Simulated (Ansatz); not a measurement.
# CH5GaS: an energy map over bond length S2–Ga3 and dihedral C1–S2–Ga3–H7, part 1 of 2

Aim: map the energy of CH₅GaS, SMILES C[S][GaH2] over two coordinates, and find its wells, ridges and stiffness.

Method: RKS SPW92 (LDA)/def2-TZVP; program: Ansatz 0.2.0.

### 1 Where the work starts

SMILES `C[S][GaH2]`, 8 atoms, charge 0, spin multiplicity 1.

Atoms are counted from 1 here; the program's logs count them from 0.

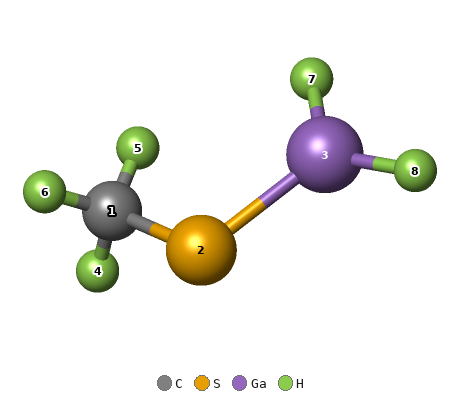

As it starts; carbon grey, sulfur amber, gallium purple, hydrogen green; atoms are numbered from 1 in the order of the file.

Geometry (Å):

```
C    -0.70018    1.13936   -0.40096
S    -1.14016   -0.56805    0.12911
Ga    0.82663   -1.48880    0.52060
H    -1.02378    1.28734   -1.44933
H     0.38910    1.32215   -0.32819
H    -1.23371    1.86183    0.24623
H     2.08520   -0.56738    0.28870
H     0.79691   -2.98646    0.99383
```

This geometry comes from a loose relaxation at PBE in a small basis, which is not shown.

### 2 Relaxing the molecule

input.yaml

```yaml
crystal:
  periodic: [false, false, false]
  atoms:
    - { symbol: C, position_ang: [-0.70018, 1.13936, -0.400956] }
    - { symbol: S, position_ang: [-1.140159, -0.568048, 0.12911] }
    - { symbol: Ga, position_ang: [0.826628, -1.4888, 0.520605] }
    - { symbol: H, position_ang: [-1.023785, 1.287342, -1.449328] }
    - { symbol: H, position_ang: [0.389099, 1.322147, -0.328185] }
    - { symbol: H, position_ang: [-1.233708, 1.861832, 0.246232] }
    - { symbol: H, position_ang: [2.085197, -0.567378, 0.288701] }
    - { symbol: H, position_ang: [0.796908, -2.986456, 0.99383] }
basis:
  gaussian: { orbitals: def2-TZVP }
hamiltonian:
  xc: lda
output:
  forces: true
relax:
  f_tol: 0.003
  max_steps: 120
```

Command:

```
ansatz run input.yaml --threads 1 --pin off --max-ram 2560MiB --backend cpu --events-out ev --progress --plain --runs-dir out
```

The log of the run, shortened:

```text
Warning: RAYON_NUM_THREADS=1 ignored (pool sized by the plan → 1); use --threads N
[...]
Functional definition: SPW92
[...]
1029 factors; their error is unknown
[...]
mean field -64202.47626982 eV, -2359.3974849143 hartree, gradient 4.3e-5 eV, S^2 0.000000; 0 other end points of the search recorded, 0 dependent functions left out
[...]
reference -64202.47630744 eV, -2359.3974862971 hartree; 29, 29 occupied and 117, 117 virtual orbitals, 1029 factors
relax step   1: F+E_penalty+E_count = -64202.47626982 eV  Δ(F+E_penalty+E_count) = +0.000e0 eV  max|allowed force component| = 6.683e-1 eV/Å  Δτ_max = 0.0000 Å  (29 SCF iters, accepted)
[...]
relax step   3: F+E_penalty+E_count = -64202.50958531 eV  Δ(F+E_penalty+E_count) = -4.227e-3 eV  max|allowed force component| = 1.524e-1 eV/Å  Δτ_max = 0.0283 Å  (31 SCF iters, accepted)
[...]
relax step   5: F+E_penalty+E_count = -64202.51054754 eV  Δ(F+E_penalty+E_count) = -2.282e-4 eV  max|allowed force component| = 4.876e-3 eV/Å  Δτ_max = 0.0145 Å  (31 SCF iters, accepted)
[...]
relax step   7: F+E_penalty+E_count = -64202.51059535 eV  Δ(F+E_penalty+E_count) = -1.416e-5 eV  max|allowed force component| = 2.268e-2 eV/Å  Δτ_max = 0.0074 Å  (32 SCF iters, accepted)
[...]
relax step   8: F+E_penalty+E_count = -64202.51060849 eV  Δ(F+E_penalty+E_count) = -1.314e-5 eV  max|allowed force component| = 1.115e-2 eV/Å  Δτ_max = 0.0013 Å  (23 SCF iters, accepted)
[...]
relax step   9: F+E_penalty+E_count = -64202.51061361 eV  Δ(F+E_penalty+E_count) = -5.119e-6 eV  max|allowed force component| = 2.393e-4 eV/Å  Δτ_max = 0.0017 Å  (23 SCF iters, accepted)
1029 factors; their error is unknown
mean field -64202.51061361 eV, -2359.3987470254 hartree, gradient 1.2e-5 eV, S^2 0.000000; 1 other end points of the search recorded, 0 dependent functions left out
[...]
reference -64202.51065101 eV, -2359.3987484000 hartree; 29, 29 occupied and 117, 117 virtual orbitals, 1029 factors
Total energy: -64202.51065101 eV, -2359.3987484000 hartree
Atom 0 at    -0.680378     1.106079    -0.397941 Å, force     0.000037     0.000011     0.000119 eV/Å
Atom 1 at    -1.132921    -0.571624     0.096280 Å, force     0.000003    -0.000038    -0.000167 eV/Å
Atom 2 at     0.792859    -1.458989     0.517145 Å, force    -0.000192    -0.000172     0.000035 eV/Å
Atom 3 at    -1.032257     1.288783    -1.423523 Å, force    -0.000118     0.000037     0.000053 eV/Å
Atom 4 at     0.410260     1.249841    -0.358769 Å, force    -0.000156    -0.000022    -0.000172 eV/Å
Atom 5 at    -1.164137     1.825415     0.278493 Å, force     0.000239    -0.000044     0.000007 eV/Å
Atom 6 at     2.006609    -0.497039     0.304699 Å, force     0.000192     0.000198     0.000107 eV/Å
Atom 7 at     0.799966    -2.942466     0.983625 Å, force    -0.000004     0.000031     0.000018 eV/Å
Dipole moment:     0.145548     0.237912    -0.064158 e Å
```

It took 17 s on 1 thread of Intel Xeon Platinum 8559C (Emerald Rapids), shared host; peak memory 0.18 GiB.

The steps of the relaxation:

| step | energy from step 1 (eV) | largest force component (eV/Å) |
| --- | --- | --- |
| 1 | 0.0000 | 0.6683 |
| 2 | -0.0291 | 0.2632 |
| 3 | -0.0333 | 0.1524 |
| 4 | -0.0340 | 0.0559 |
| 5 | -0.0343 | 0.0049 |
| 6 | -0.0343 | 0.0188 |
| 7 | -0.0343 | 0.0227 |
| 8 | -0.0343 | 0.0112 |
| 9 | -0.0343 | 0.0002 |

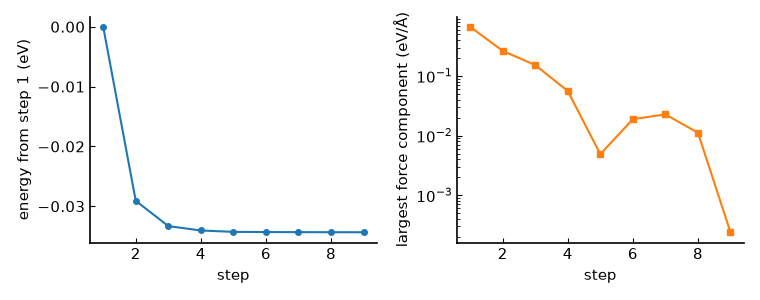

Energy and largest force along the relaxation.

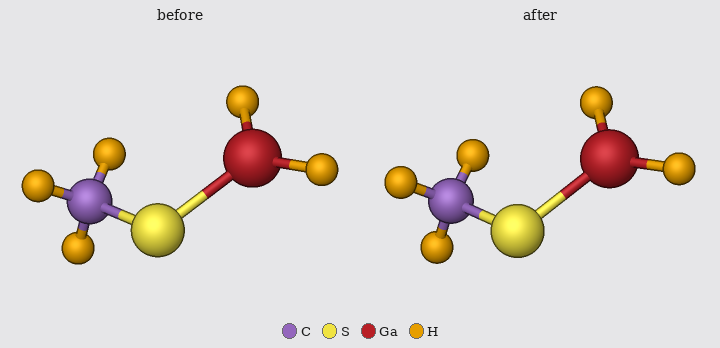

Before and after, at one scale.

Close pairs (by a distance rule), those that changed most:

| bond | before (Å) | after (Å) | change (Å) |
| --- | --- | --- | --- |
| S2–Ga3 | 2.207 | 2.162 | -0.045 |
| C1–S2 | 1.841 | 1.807 | -0.035 |
| Ga3–H8 | 1.571 | 1.555 | -0.016 |
| Ga3–H7 | 1.577 | 1.563 | -0.014 |
| C1–H4 | 1.107 | 1.100 | -0.008 |
| C1–H6 | 1.107 | 1.100 | -0.007 |
| C1–H5 | 1.107 | 1.101 | -0.006 |

### 3 Setting up the map

First coordinate, bond length S2–Ga3: 15 values from 1.859 to 3.026 Å. Second coordinate, dihedral C1–S2–Ga3–H7: 15 values from −180 to 156 °, periodic.

Nothing else is relaxed (all other coordinates rigid). Energies count from the relaxed molecule at the same level. Points are written as (first, second).

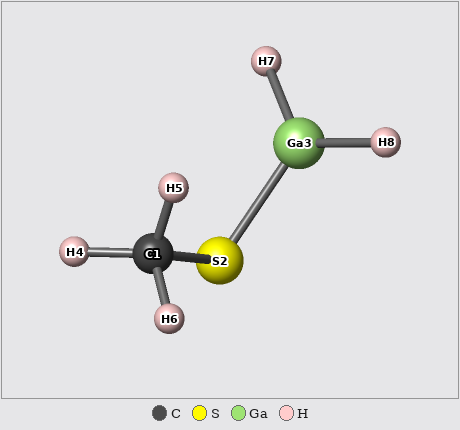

The geometry at (1.942 Å, −108°).

Below, 3 of the grid's runs; all are launched alike.

### 4 The run at (1.942 Å, −108°)

input.yaml

```yaml
crystal:
  periodic: [false, false, false]
  atoms:
    - { symbol: C, position_ang: [-0.680378, 1.106079, -0.397941] }
    - { symbol: S, position_ang: [-1.132921, -0.571624, 0.09628] }
    - { symbol: Ga, position_ang: [0.597094, -1.368784, 0.474362] }
    - { symbol: H, position_ang: [-1.032257, 1.288783, -1.423523] }
    - { symbol: H, position_ang: [0.41026, 1.249841, -0.358769] }
    - { symbol: H, position_ang: [-1.164137, 1.825415, 0.278493] }
    - { symbol: H, position_ang: [1.069116, -2.417815, -0.584128] }
    - { symbol: H, position_ang: [1.325992, -0.895431, 1.763936] }
basis:
  gaussian: { orbitals: def2-TZVP }
hamiltonian:
  xc: lda
output:
  forces: true
```

Command:

```
ansatz run input.yaml --threads 1 --pin off --max-ram 2560MiB --backend cpu --events-out ev --progress --plain --runs-dir out
```

The log of the run, shortened:

```text
Warning: RAYON_NUM_THREADS=1 ignored (pool sized by the plan → 1); use --threads N
[...]
[... 1 set-up line as earlier in the session ...]
[...]
1029 factors; their error is unknown
[...]
mean field -64201.27402511 eV, -2359.3533032365 hartree, gradient 3.1e-5 eV, S^2 0.000000; 0 other end points of the search recorded, 0 dependent functions left out
[...]
reference -64201.27406277 eV, -2359.3533046203 hartree; 29, 29 occupied and 117, 117 virtual orbitals, 1029 factors
Total energy: -64201.27406277 eV, -2359.3533046203 hartree
Atom 0 at    -0.680378     1.106079    -0.397941 Å, force     0.101113     0.249026     0.409673 eV/Å
Atom 1 at    -1.132921    -0.571624     0.096280 Å, force    -5.789705     2.153223    -1.538952 eV/Å
Atom 2 at     0.597094    -1.368784     0.474362 Å, force     4.942798    -2.287729     0.912398 eV/Å
Atom 3 at    -1.032257     1.288783    -1.423523 Å, force     0.066817    -0.129572     0.010192 eV/Å
Atom 4 at     0.410260     1.249841    -0.358769 Å, force    -0.018705     0.191967    -0.045556 eV/Å
Atom 5 at    -1.164137     1.825415     0.278493 Å, force     0.070401     0.052007    -0.004919 eV/Å
Atom 6 at     1.069116    -2.417815    -0.584128 Å, force     0.220643    -0.295250     0.235407 eV/Å
Atom 7 at     1.325992    -0.895431     1.763936 Å, force     0.406638     0.066327     0.021757 eV/Å
Dipole moment:     0.086432     0.308256    -0.075903 e Å
```

Wall time 1.6 s (1 thread of Intel Xeon Platinum 8559C (Emerald Rapids), shared host); peak memory 0.17 GiB.

That is 119 kJ/mol from the zero.

### 5 Grid point (2.860 Å, −12°)

input.yaml

```yaml
crystal:
  periodic: [false, false, false]
  atoms:
    - { symbol: C, position_ang: [-0.680378, 1.106079, -0.397941] }
    - { symbol: S, position_ang: [-1.132921, -0.571624, 0.09628] }
    - { symbol: Ga, position_ang: [1.414887, -1.745609, 0.653085] }
    - { symbol: H, position_ang: [-1.032257, 1.288783, -1.423523] }
    - { symbol: H, position_ang: [0.41026, 1.249841, -0.358769] }
    - { symbol: H, position_ang: [-1.164137, 1.825415, 0.278493] }
    - { symbol: H, position_ang: [2.635462, -0.899233, 0.165729] }
    - { symbol: H, position_ang: [1.415362, -3.116608, 1.387059] }
basis:
  gaussian: { orbitals: def2-TZVP }
hamiltonian:
  xc: lda
output:
  forces: true
```

Command:

```
ansatz run input.yaml --threads 1 --pin off --max-ram 2560MiB --backend cpu --events-out ev --progress --plain --runs-dir out
```

The log of the run, shortened:

```text
Warning: RAYON_NUM_THREADS=1 ignored (pool sized by the plan → 1); use --threads N
[...]
[... 1 set-up line as earlier in the session ...]
[...]
1029 factors; their error is unknown
[...]
mean field -64200.98037819 eV, -2359.3425119112 hartree, gradient 1.3e-5 eV, S^2 0.000000; 0 other end points of the search recorded, 0 dependent functions left out
[...]
reference -64200.98041812 eV, -2359.3425133784 hartree; 29, 29 occupied and 117, 117 virtual orbitals, 1029 factors
Total energy: -64200.98041812 eV, -2359.3425133784 hartree
Atom 0 at    -0.680378     1.106079    -0.397941 Å, force     0.065679    -0.199848     0.005842 eV/Å
Atom 1 at    -1.132921    -0.571624     0.096280 Å, force     2.303038    -1.058163     0.561148 eV/Å
Atom 2 at     1.414887    -1.745609     0.653085 Å, force    -2.063998     1.016754    -0.488812 eV/Å
Atom 3 at    -1.032257     1.288783    -1.423523 Å, force     0.043478     0.030933    -0.043186 eV/Å
Atom 4 at     0.410260     1.249841    -0.358769 Å, force    -0.085402     0.078583    -0.037128 eV/Å
Atom 5 at    -1.164137     1.825415     0.278493 Å, force     0.042586     0.034896     0.036725 eV/Å
Atom 6 at     2.635462    -0.899233     0.165729 Å, force    -0.128748     0.149392    -0.036398 eV/Å
Atom 7 at     1.415362    -3.116608     1.387059 Å, force    -0.176633    -0.052547     0.001809 eV/Å
Dipole moment:     0.527125     0.032673     0.029355 e Å
```

It took 1.6 s on 1 thread of Intel Xeon Platinum 8559C (Emerald Rapids), shared host; peak memory 0.17 GiB.

That is 148 kJ/mol from the zero.

### 6 Point (2.193 Å, −180°)

input.yaml

```yaml
crystal:
  periodic: [false, false, false]
  atoms:
    - { symbol: C, position_ang: [-0.680378, 1.106079, -0.397941] }
    - { symbol: S, position_ang: [-1.132921, -0.571624, 0.09628] }
    - { symbol: Ga, position_ang: [0.820695, -1.471816, 0.523229] }
    - { symbol: H, position_ang: [-1.032257, 1.288783, -1.423523] }
    - { symbol: H, position_ang: [0.41026, 1.249841, -0.358769] }
    - { symbol: H, position_ang: [-1.164137, 1.825415, 0.278493] }
    - { symbol: H, position_ang: [0.756148, -2.963135, 0.987418] }
    - { symbol: H, position_ang: [2.071664, -0.568197, 0.331115] }
basis:
  gaussian: { orbitals: def2-TZVP }
hamiltonian:
  xc: lda
output:
  forces: true
```

Command:

```
ansatz run input.yaml --threads 1 --pin off --max-ram 2560MiB --backend cpu --events-out ev --progress --plain --runs-dir out
```

The log of the run, shortened:

```text
Warning: RAYON_NUM_THREADS=1 ignored (pool sized by the plan → 1); use --threads N
[...]
[... 1 set-up line as earlier in the session ...]
[...]
1029 factors; their error is unknown
[...]
mean field -64202.49939360 eV, -2359.3983346978 hartree, gradient 4.3e-5 eV, S^2 0.000000; 0 other end points of the search recorded, 0 dependent functions left out
[...]
reference -64202.49943104 eV, -2359.3983360736 hartree; 29, 29 occupied and 117, 117 virtual orbitals, 1029 factors
Total energy: -64202.49943104 eV, -2359.3983360736 hartree
Atom 0 at    -0.680378     1.106079    -0.397941 Å, force     0.008385     0.005486    -0.001291 eV/Å
Atom 1 at    -1.132921    -0.571624     0.096280 Å, force     0.432709    -0.150582     0.079433 eV/Å
Atom 2 at     0.820695    -1.471816     0.523229 Å, force    -0.495067    -0.069027    -0.015102 eV/Å
Atom 3 at    -1.032257     1.288783    -1.423523 Å, force     0.004476     0.006920    -0.001404 eV/Å
Atom 4 at     0.410260     1.249841    -0.358769 Å, force    -0.017748     0.016852    -0.006787 eV/Å
Atom 5 at    -1.164137     1.825415     0.278493 Å, force     0.004910     0.006569    -0.002050 eV/Å
Atom 6 at     0.756148    -2.963135     0.987418 Å, force     0.033753     0.088331    -0.025303 eV/Å
Atom 7 at     2.071664    -0.568197     0.331115 Å, force     0.028583     0.095450    -0.027497 eV/Å
Dipole moment:     0.171455     0.247267    -0.065154 e Å
```

Run time: 1.7 s. Hardware: 1 thread of Intel Xeon Platinum 8559C (Emerald Rapids), shared host; peak memory 0.18 GiB.

On the map this point reads 1.1 kJ/mol.

(Continued in part 2 of 2.)
